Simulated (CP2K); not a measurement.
# NOF (SMILES O=NF): AM1

What is the vertical singlet–triplet gap of NOF at AM1? 

The calculation is run with CP2K 2026.2.

1 further run of the same task is left out (set aside as unsound or not needed).

## (1) Starting point

The species is NOF (3 atoms), meant as a singlet with charge 0. As SMILES, `O=NF`. Geometry: relaxed at GFN2-xTB.

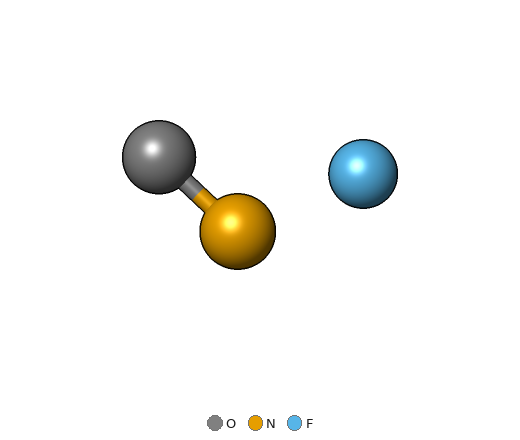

Viewed from a chosen angle; oxygen grey, nitrogen amber, fluorine blue.

## (2) Energy and forces at AM1

File molecule.pdb:

```
HETATM    1 O    MOL A   1       0.881   0.243   0.512  1.00  0.00           O
HETATM    2 N    MOL A   1       0.147  -0.482   0.029  1.00  0.00           N
HETATM    3 F    MOL A   1      -1.029   0.239  -0.541  1.00  0.00           F
END
```

File mol.inp:

```
&GLOBAL
   PROJECT_NAME mol
   RUN_TYPE ENERGY_FORCE
   PRINT_LEVEL MEDIUM
&END GLOBAL

&FORCE_EVAL
   METHOD QUICKSTEP
   &DFT
      # Quickstep
      &QS
         METHOD AM1
         EPS_DEFAULT 1.0E-10
         &SE
            &COULOMB
               CUTOFF [angstrom] 50
               RC_RANGE [angstrom] 0
            &END COULOMB
            &EXCHANGE
               CUTOFF [angstrom] 50
               RC_RANGE [angstrom] 0
            &END EXCHANGE
         &END SE
      &END QS
      &POISSON
         PERIODIC NONE
         POISSON_SOLVER ANALYTIC
      &END POISSON
      &SCF
         SCF_GUESS ATOMIC
         EPS_SCF 1.0E-06
         MAX_SCF 150
         ADDED_MOS 8
         &DIAGONALIZATION
            ALGORITHM STANDARD
         &END DIAGONALIZATION
         &MIXING
            METHOD DIRECT_P_MIXING
            ALPHA 0.4
         &END MIXING
      &END SCF
      &PRINT
         &MOMENTS
            PERIODIC F
            REFERENCE COM
            MAX_MOMENT 1
         &END MOMENTS
         &MO ON
            ENERGIES T
            OCCUPATION_NUMBERS T
            NDIGITS 6
            &EACH
               QS_SCF 0
            &END EACH
            ADD_LAST NUMERIC
         &END MO
         &HIRSHFELD OFF
         &END HIRSHFELD
      &END PRINT
   &END DFT
   # atoms, cell and kinds
   &SUBSYS
      &CELL
         ABC 17.9 16.7 17.1
         PERIODIC NONE
      &END CELL
      &TOPOLOGY
         COORD_FILE_NAME molecule.pdb
         COORD_FILE_FORMAT PDB
         CONN_FILE_FORMAT OFF
         &CENTER_COORDINATES
         &END CENTER_COORDINATES
      &END TOPOLOGY
   &END SUBSYS
   # extra output
   &PRINT
      &FORCES ON
      &END FORCES
   &END PRINT
&END FORCE_EVAL
```

The run is started by

```sh
$ OMP_NUM_THREADS=1 cp2k.psmp -i mol.inp > mol.out 2>&1
```

The program printed, shortened:

```text
CP2K| version string:                                       CP2K version 2026.2
[...]
 GLOBAL| Method name                                                        CP2K
[...]
 GLOBAL| Run type                                                   ENERGY_FORCE
[...]
 *** WARNING in qs_environment.F:2210 :: More added MOs requested than     ***
 *** available. The full set of unoccupied MOs will be used. Use           ***
 *** 'ADDED_MOS -1' to always use all available MOs and to get rid of this ***
[...]
                             - Atoms:                                          3
[...]
                             - Spherical basis functions:                     12
[...]
 Number of electrons:                                                         18
[...]
     1 P_Mix/Diag. 0.40E+00    0.0     0.64021570       -33.8587887911 -3.39E+01
[...]
    16 DIIS/Diag.  0.39E-06    0.0     0.00000085       -37.1148467320 -2.08E-11
  *** SCF run converged in    16 steps ***
  Core-core repulsion energy [eV]:                            850.10201207962893
  Core Hamiltonian energy [eV]:                             -1674.08631304236542
  Two-electron integral energy [eV]:                         -371.92408047756612
  Electronic energy [eV]:                                   -1860.04835328114859
  Total energy [eV]:                                        -1009.94634120151954
  Atomic reference energy [eV]:                              1009.09985973476091
  Heat of formation [kcal/mol]:                               -19.52032789959473
[...]
 SE_DIPOLE| Moment [Debye]         -0.74407979       0.55927022      -0.34948920
 SE_DIPOLE| Derivative [a.u.]       0.00000000       0.00000000       0.00000000
 ENERGY| Total FORCE_EVAL ( QS ) energy [hartree]            -37.114846731993772
 FORCES| Atomic forces [hartree/bohr]
 FORCES|   Atom     x               y               z               |f|
 FORCES|      1 -1.48849055E-02 -5.95069806E-03 -8.84716927E-03   1.83096592E-02
 FORCES|      2 -5.59460540E-02  4.39145119E-02 -2.60756425E-02   7.57521251E-02
 FORCES|      3  7.08309595E-02 -3.79638139E-02  3.49228118E-02   8.76235058E-02
 FORCES| Sum     4.44089210E-16 -2.22044605E-16 -1.11022302E-16
 FORCES| Total atomic force                                       5.08768105E-16
[...]
```

It took 1.2 s on 1 thread of Intel Xeon Platinum 8488C (Sapphire Rapids), shared host; peak memory 0.18 GiB.

## (3) The triplet at the same level

molecule.pdb is that of step 2.

File mol.inp:

```
&GLOBAL
    PROJECT_NAME mol
    RUN_TYPE ENERGY_FORCE
    PRINT_LEVEL MEDIUM
&END

&FORCE_EVAL
    METHOD QUICKSTEP
    &DFT
        CHARGE 0
        MULTIPLICITY 3
        UKS T
        &QS
            METHOD AM1
            EPS_DEFAULT 1.0E-10
            &SE
                &COULOMB
                    CUTOFF [angstrom] 50
                    RC_RANGE [angstrom] 0
                &END
                &EXCHANGE
                    CUTOFF [angstrom] 50
                    RC_RANGE [angstrom] 0
                &END
            &END
        &END
        &POISSON
            PERIODIC NONE
            POISSON_SOLVER ANALYTIC
        &END
        &SCF
            SCF_GUESS ATOMIC
            EPS_SCF 1.0E-06
            MAX_SCF 100
            ADDED_MOS 4
            &DIAGONALIZATION
                ALGORITHM STANDARD
            &END
            &MIXING
                METHOD DIRECT_P_MIXING
                ALPHA 0.4
            &END
        &END
        &PRINT
            &MOMENTS
                PERIODIC F
                REFERENCE COM
                MAX_MOMENT 1
            &END
            &MO ON
                ENERGIES T
                OCCUPATION_NUMBERS T
                NDIGITS 6
                &EACH
                    QS_SCF 0
                &END
                ADD_LAST NUMERIC
            &END
            &HIRSHFELD OFF
            &END
        &END
    &END
    &SUBSYS
        &CELL
            ABC [angstrom] 17.9 16.7 17.1
            PERIODIC NONE
        &END
        &TOPOLOGY
            COORD_FILE_NAME molecule.pdb
            COORD_FILE_FORMAT PDB
            CONN_FILE_FORMAT OFF
            &CENTER_COORDINATES
            &END
        &END
    &END
    &PRINT
        &FORCES ON
        &END
    &END
&END
```

The run is started by

```sh
$ OMP_NUM_THREADS=1 cp2k.psmp -i mol.inp > mol.out 2>&1
```

The program printed, shortened:

```text
CP2K| version string:                                       CP2K version 2026.2
[...]
 GLOBAL| Method name                                                        CP2K
[...]
 GLOBAL| Run type                                                   ENERGY_FORCE
[...]
 *** WARNING in qs_environment.F:2210 :: More added MOs requested than     ***
 *** available. The full set of unoccupied MOs will be used. Use           ***
 *** 'ADDED_MOS -1' to always use all available MOs and to get rid of this ***
[...]
                             - Atoms:                                          3
[...]
                             - Spherical basis functions:                     12
[...]
 Number of electrons:                                                         10
[...]
     1 P_Mix/Diag. 0.40E+00    0.0     0.40085033       -33.8587887911 -3.39E+01
[...]
    24 DIIS/Diag.  0.93E-07    0.0     0.00000042       -37.0437059120 -5.97E-13
  *** SCF run converged in    24 steps ***
  Core-core repulsion energy [eV]:                            850.10201207962893
  Core Hamiltonian energy [eV]:                             -1659.88000885008955
  Two-electron integral energy [eV]:                         -396.46500854314900
  Electronic energy [eV]:                                   -1858.11251312166405
  Total energy [eV]:                                        -1008.01050104203523
  Atomic reference energy [eV]:                              1009.09985973476091
  Heat of formation [kcal/mol]:                                25.12121023004348
[...]
 SE_DIPOLE| Moment [Debye]         -0.06239451      -0.06545243      -0.04147194
 SE_DIPOLE| Derivative [a.u.]       0.00000000       0.00000000       0.00000000
 ENERGY| Total FORCE_EVAL ( QS ) energy [hartree]            -37.043705912044977
 FORCES| Atomic forces [hartree/bohr]
 FORCES|   Atom     x               y               z               |f|
 FORCES|      1  4.00560725E-02  1.45634060E-02  2.36511659E-02   4.87438138E-02
 FORCES|      2 -8.14749047E-02  2.64350058E-02 -4.20368823E-02   9.54152456E-02
 FORCES|      3  4.14188322E-02 -4.09984118E-02  1.83857165E-02   6.11099337E-02
 FORCES| Sum     2.22044605E-16 -2.22044605E-16 -4.44089210E-16
 FORCES| Total atomic force                                       5.43895982E-16
[...]
```

Run time: 1.4 s. Hardware: 1 thread of Intel Xeon Platinum 8488C (Sapphire Rapids), shared host; peak memory 0.19 GiB.

## (4) Summary of results

At AM1:

| quantity | value |
| --- | --- |
| singlet: total energy | -37.11485 Eh |
| singlet: dipole moment | 0.99 D |
| singlet: HOMO energy | -12.54 eV |
| singlet: LUMO energy | -0.90 eV |
| singlet: HOMO–LUMO gap | 11.64 eV |
| singlet: heat of formation at this unrelaxed shape | -19.5 kcal/mol |
| singlet: largest force on an atom | 4.506 eV/Å |
| triplet: total energy | -37.04371 Eh |
| triplet: dipole moment | 0.10 D |
| triplet: HOMO energy (highest over α and β) | -10.63 eV |
| triplet: LUMO energy (lowest over α and β) | -2.90 eV |
| triplet: heat of formation at this unrelaxed shape | 25.1 kcal/mol |
| triplet: largest force on an atom | 4.906 eV/Å |
| vertical energy of the triplet above the singlet | 1.936 eV |

What this shows: At this shape the triplet lies 1.94 eV (187 kJ/mol) above the singlet. The largest force (singlet) is 4.51 eV/Å: the shape isn't a stationary point for this species at this level.
